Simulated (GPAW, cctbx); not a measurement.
## Bonding in FeBi3 as X-rays see it

Question: by how much does bonding change the X-ray structure factors of FeBi3, and what does a routine refinement make of it?

The cell comes from substitution in a known structure type and wasn't matched to any measured phase. All numbers below are calculated.

**1. Relax the structure**

The density hangs on the geometry, so cell and atoms are relaxed first, with the symmetry held. The cutoff is set higher than for the density because stress converges slowly with plane waves.

Settings: GPAW 26.7.0, PBE, 570 eV, 4×3×3 k-points (along the axes of the calculation cell), Fermi–Dirac width 0.1 eV, spin-polarised, BFGS to 0.03 eV/Å.

```text
cell
1.0
     0.000000000    0.000000000    5.076000000
     6.667000000    0.000000000    0.000000000
    -3.333500000    5.773791367    0.000000000
Bi Fe
6 2
Direct
0.750000000 0.168800000 0.831200000
0.750000000 0.168800000 0.337600000
0.750000000 0.662400000 0.831200000
0.250000000 0.831200000 0.662400000
0.250000000 0.337600000 0.168800000
0.250000000 0.831200000 0.168800000
0.750000000 0.666666667 0.333333333
0.250000000 0.333333333 0.666666667
```

```console
$ OMP_NUM_THREADS=1 mpirun -n 4 gpaw python run.py > gpaw.log
```

```text
BFGS:    0      -41.015380        1.335701
BFGS:    1      -41.180885        1.172577
BFGS:    2      -41.735695        0.815605
BFGS:    3      -41.784106        0.764512
...
BFGS:   34      -43.916319        0.076566
BFGS:   35      -43.917530        0.043090
BFGS:   36      -43.917999        0.028666
cell  3.5282 8.7776 8.7776  120.00 90.00 90.00
volume 235.416 A^3, largest force 0.017 eV/A, largest stress 0.16 GPa
```

The cell moved far, while the k-mesh and basis were chosen for the start, so the final shape may be somewhat biased.

After 36 steps the volume has changed by +20.5 % and the energy by -2.903 eV; the largest stress left is 0.16 GPa. It took 22 min on 4 cores of Intel(R) Xeon(R) Platinum 8559C (Emerald Rapids) (shared host), peak memory 2.2 GiB.

Relaxed structure: P6_3/mmc (no. 194), a = 8.7776 Å, b = 8.7776 Å, c = 3.5282 Å, α = 90.00°, β = 90.00°, γ = 120.00°.

```
atom  mult.       x       y    z
 Bi1      6  0.1964  0.8036  3/4
 Fe1      2     2/3     1/3  3/4
```

**2. Density and charge transfer**

X-rays see the whole electron density, so the PAW density is rebuilt with its core regions. Subtracting spherical free atoms from the same code cancels the cores and leaves the deformation density Δρ, the part due to bonding.

Settings: PBE, 450 eV, 7×3×3 k-points (along the axes of the calculation cell), Fermi–Dirac width 0.1 eV, spin-polarised; primitive cell of 8 atoms.

```console
$ OMP_NUM_THREADS=1 mpirun -n 4 gpaw python run.py > gpaw.log
```

```text
|iter:   1|       0s |  -50.084461 | +0.00 |       |  +6.0088|
|iter:   2|       4s |  -43.548922 | -1.28 | -0.84 |  +5.7547|
|iter:   3|       7s |  -43.374394 | -2.51 | -1.30 |  +5.6222|
...
|iter:  12|      38s |  -43.478866c| -6.08 | -3.58 |  +3.7458|
|iter:  13|      41s |  -43.478827c| -6.84 | -3.98 |  +3.7440|
|iter:  14|      44s |  -43.478822c| -7.69c| -4.70c|  +3.7436|
```

```text
grid (36, 90, 90)  electrons 550.000  moved by bonding 1.271 e
deformation density beyond 0.5 A of the nuclei: max 0.165, min -0.079 e/A^3
atom        x       y       z   Voronoi charge  moment
Bi1    0.7500  0.1964  0.8036      0.105      -0.04
Bi2    0.7500  0.1964  0.3928      0.105      -0.04
Bi3    0.7500  0.6072  0.8036      0.105      -0.04
Bi4    0.2500  0.8036  0.6072      0.105      -0.04
Bi5    0.2500  0.3928  0.1964      0.105      -0.04
Bi6    0.2500  0.8036  0.1964      0.105      -0.04
Fe7    0.7500  0.6667  0.3333     -0.315       2.00
Fe8    0.2500  0.3333  0.6667     -0.315       2.00
mean inner potential of superposed free atoms 19.126 V
total magnetic moment 3.744 muB
```

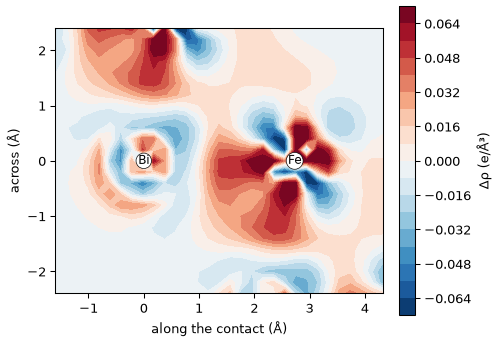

Deformation density in a plane through the shortest contact of the Bi atom at the origin; red gains electrons, blue loses them.

Fe gains most (-0.32 e) and Bi loses most (+0.10 e), which isn't the order of electronegativity: valence and coordination count too, and Voronoi cells cut space at the midplane whatever the atoms' sizes. Along the shortest contact from the Bi atom at the map's origin, Bi–Fe at 2.73 Å, Δρ is +0.05 e/Å³ at the midpoint; the highest value on the line, +0.15, lies at the edge of the range, 0.5 Å from Fe, and is an atomic rather than a bond feature: a modest build-up. Point values carry grid noise of about 0.01 e/Å³. The cell's moment is 3.74 μB; the largest inside an atomic sphere is 2.00 μB. The run needed 14 iterations, 56 s.

**3. Structure factors**

The Fourier components of Δρ, added to those of the free atoms, give the static X-ray structure factors; the Mott–Bethe relation turns them into the Fourier components V of the potential that fast electrons feel.

```text
static structure factors of the conventional cell: F in electrons, V (Mott-Bethe) in volts
   h  k  l      d  |F| table  |F| free   |F| DFT   change   |V| free  |V| DFT  change %
   1  0  0  7.6016    44.308    44.326    44.526    0.200     1.852    1.627    -12.2
   1  1  0  4.3888    61.090    60.969    60.455   -0.515     0.864    1.057     22.3
   2  0  0  3.8008   226.157   226.040   226.437    0.397     6.374    6.262     -1.7
   1  0  1  3.2003   149.202   149.144   148.701   -0.443     3.107    3.195      2.8
   2  1  0  2.8731   202.676   202.620   202.399   -0.221     4.488    4.523      0.8
   2  0  1  2.5858   349.703   349.440   349.455    0.016     8.414    8.412     -0.0
   3  0  0  2.5339   137.030   137.118   136.928   -0.190     2.482    2.506      1.0
   2  1  1  2.2279    22.084    21.912    21.845   -0.067     0.918    0.924      0.7
   2  2  0  2.1944   292.489   292.204   292.288    0.084     6.600    6.592     -0.1
   3  1  0  2.1083    85.128    85.004    85.003   -0.000     1.983    1.983      0.0
   3  0  1  2.0581   262.050   261.983   261.725   -0.257     5.264    5.285      0.4
   4  0  0  1.9004    77.821    77.706    77.362   -0.345     1.726    1.750      1.4
   3  1  1  1.8098     4.874     4.709     4.694   -0.015     0.474    0.475      0.2
   0  0  2  1.7641   416.433   416.191   416.026   -0.165     8.108    8.118      0.1
```

The largest X-ray change is -0.52 e on 110, 0.8 % of |F|. For electrons V goes as (Z − F)/g², so a change of F counts against Z − F, which is small at low angle and wherever the atoms' terms cancel: |V| of 110 moves by +22.3 % (0.86 to 1.06 V) against -0.8 % in |F|. The last three rows still change by up to 0.34 e; the table stops while the angles are still low. The tabulated Hartree–Fock atoms differ from the free DFT atoms by up to 0.28 e, so the choice of reference atom matters too.

**4. Refining ordinary atoms against data with bonding**

Routine crystallography fits spherical atoms. To see the bias, intensities are simulated from tabulated atoms plus the DFT change ΔF, so that bonding alone can misfit (14978 reflections of the full sphere, merged to the counts below, to 0.4 Å, 1.5 % proportional noise plus counting noise, assumed isotropic U as listed, Δρ smeared by the mean U) and refined with cctbx over different ranges.

```csv
range,data,R1,GooF,U Bi1 (true 0.004),U Fe1 (true 0.0062),largest shift (Å),"Δρ max, min (e/Å³)"
all data,770,0.0033,0.95,0.0040,0.0062,0.0001,"0.64, -0.82"
"low resolution, d > 0.84",102,0.0026,0.95,0.0040,0.0063,0.0001,"0.17, -0.32"
"high order, d < 0.75",633,0.0037,0.95,0.0040,0.0062,0.0001,"0.69, -0.64"
"occupancies free, d > 0.7",164,0.0025,0.93,0.0040,0.0063,0.0001,"0.27, -0.31"
```

With all data GooF is 0.95, so at this noise the bonding hardly shows; the top residual peak lies 2.53 Å from Bi and 3.24 Å from Bi. No U is off by more than 3 s.u. at low resolution. With Bi1 held at 1 and the scale free, the other occupancies refine to Fe1 1.001(0.002), within three s.u. of full.

**5. Answer**

Bonding moves 1.27 e in the primitive cell of FeBi3 and changes the structure factors of the conventional cell in the table above by at most 0.52 e (110, 0.8 %). The shortest bond, Bi–Fe, has Δρ = +0.05 e/Å³ at its midpoint. With all data GooF is 0.95, so at this noise the bonding hardly shows. Limits: static density, frozen cores, no spin–orbit coupling; a ferromagnetic start is the only order tried, and the real ground state may be antiferromagnetic or insulating.

[Outputs are excerpts: Python notices, other lines and further rows are left out; steps that failed or that the build refused (PBEsol, TPSS) are not shown.]

[Logs are printed without paths, hosts, clocks, repeated set-up lines and the standing remarks that a program may print on its own settings, such as how far it seeks lower states.]
